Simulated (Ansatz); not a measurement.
# CCl3F (trichlorofluoromethane): B3LYP/6-31G(d) (Cartesian functions)

What is the vertical singlet–triplet gap of CCl3F (trichlorofluoromethane) at B3LYP/6-31G* (Cartesian functions)? 

The calculation is run with Ansatz 0.2.0.

51 further runs of the same task are left out: 2 that didn't finish, 49 set aside as unsound or not needed. Runs told in other sessions of the task aren't counted.

**1. The structure to begin with**

CCl3F has 5 atoms, charge 0, and is taken as a singlet. SMILES: `FC(Cl)(Cl)Cl`. The shape is that of a PBE0-D4/def2-TZVP optimisation.

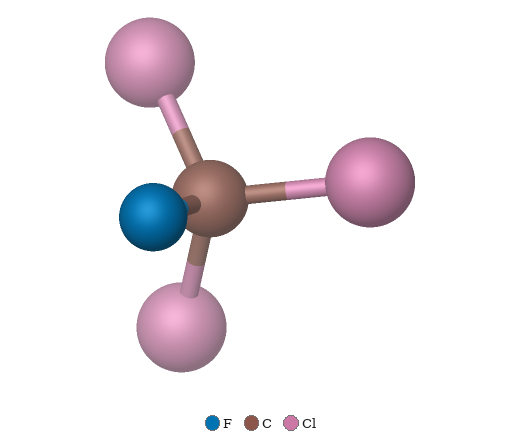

The structure, seen from a chosen angle (fluorine blue, carbon brown, chlorine pink).

**2. The energy at B3LYP/6-31G(d) (Cartesian functions)**

Contents of molecule.yaml:

```yaml
crystal:
  periodic: [false, false, false]
  atoms:
    - {symbol: F, position_ang: [0.911880, -0.820730, 0.677360]}
    - {symbol: C, position_ang: [0.044670, -0.040210, 0.033190]}
    - {symbol: Cl, position_ang: [-1.384510, 0.157610, 1.040990]}
    - {symbol: Cl, position_ang: [-0.379970, -0.814480, -1.489160]}
    - {symbol: Cl, position_ang: [0.807920, 1.517810, -0.262390]}
basis:
  gaussian:
    orbitals: "6-31G*"
output: {orbitals: {seedname: orbitals}}
hamiltonian:
  xc: {name: B3LYP}
accuracy: high
```

Launch:

```console
$ ansatz run molecule.yaml --threads 1 --pin off --max-ram 3480MiB --events-out events.jsonl --progress --plain --runs-dir runs
```

Standard output:

```text
Warning: RAYON_NUM_THREADS=1 ignored (pool sized by the plan → 1); use --threads N
Functional definition: B3LYP
  name "B3LYP"
  parameter a0 = 0.2
  parameter ax = 0.72
  parameter ac = 0.81
  exchange = (1 - a0 - ax)*slater_x + ax*b88_x + a0*exact_x
  correlation = (1 - ac)*vwn_rpa_c + ac*lyp_c
1830 factors; integrals over basis functions are off by at most 3.1e-9 eV
mean field evaluation 1: about -41319.3025 eV, gradient 2.7e1 eV
mean field evaluation 2: about -41316.9773 eV, gradient 4.6e1 eV
mean field evaluation 4: about -41320.5413 eV, gradient 1.2e0 eV
mean field evaluation 8: about -41320.5880 eV, gradient 2.0e-2 eV
mean field evaluation 16: about -41320.5880 eV, gradient 9.3e-7 eV
mean field -41320.58802142 eV, -1518.5036016867 hartree, gradient 2.2e-8 eV, S^2 0.000000; 0 other end points of the search recorded, 0 dependent functions left out
reference -41320.58805632 eV, -1518.5036029694 hartree; 33, 33 occupied and 54, 54 virtual orbitals, 1830 factors
Total energy: -41320.58805632 eV, -1518.5036029694 hartree
```

Wall time 9.3 s (1 thread of Arm Neoverse V2, shared host); peak memory 0.31 GiB.

**3. The triplet, same level**

Contents of job.yaml:

```yaml
basis:
  gaussian:
    orbitals: "6-31G*"
crystal:
  periodic: [false, false, false]
  atoms:
    - {symbol: F, position_ang: [0.911880, -0.820730, 0.677360]}
    - {symbol: C, position_ang: [0.044670, -0.040210, 0.033190]}
    - {symbol: Cl, position_ang: [-1.384510, 0.157610, 1.040990]}
    - {symbol: Cl, position_ang: [-0.379970, -0.814480, -1.489160]}
    - {symbol: Cl, position_ang: [0.807920, 1.517810, -0.262390]}
total_charge: 0
magnetization:
  spin_polarized: true
  initial_magnetization: 2
hamiltonian:
  xc: {name: B3LYP}
accuracy: high
output:
  orbitals: {seedname: orbitals}
```

Launch:

```console
$ ansatz run job.yaml --threads 1 --pin off --max-ram 3480MiB --events-out events.jsonl --progress --plain --runs-dir runs
```

Standard output, shortened:

```text
Warning: RAYON_NUM_THREADS=1 ignored (pool sized by the plan → 1); use --threads N
[... 2 set-up lines as earlier in the session ...]
[...]
1830 factors; integrals over basis functions are off by at most 3.1e-9 eV
[...]
mean field -41314.77892568 eV, -1518.2901213557 hartree, gradient 5.3e-8 eV, S^2 2.004190; 10 other end points of the search recorded, 0 dependent functions left out
reference -41314.77896190 eV, -1518.2901226868 hartree; 34, 32 occupied and 53, 55 virtual orbitals, 1830 factors
Total energy: -41314.77896190 eV, -1518.2901226868 hartree
```

Run time: 65 s. Hardware: 1 thread of Arm Neoverse V2, shared host; peak memory 0.47 GiB.

**4. Summary of results**

Level: B3LYP/6-31G* (Cartesian functions).

```
                                        quantity           value
                           singlet: total energy  -1518.50360 Eh
                            singlet: HOMO energy        -8.77 eV
                            singlet: LUMO energy        -1.39 eV
                          singlet: HOMO–LUMO gap         7.38 eV
                           triplet: total energy  -1518.29012 Eh
     triplet: HOMO energy (highest over α and β)        -3.05 eV
                                   triplet: ⟨S²⟩           2.004
vertical energy of the triplet above the singlet        5.809 eV
```

What this shows: At this shape the triplet lies 5.81 eV (134 kcal/mol) above the singlet.
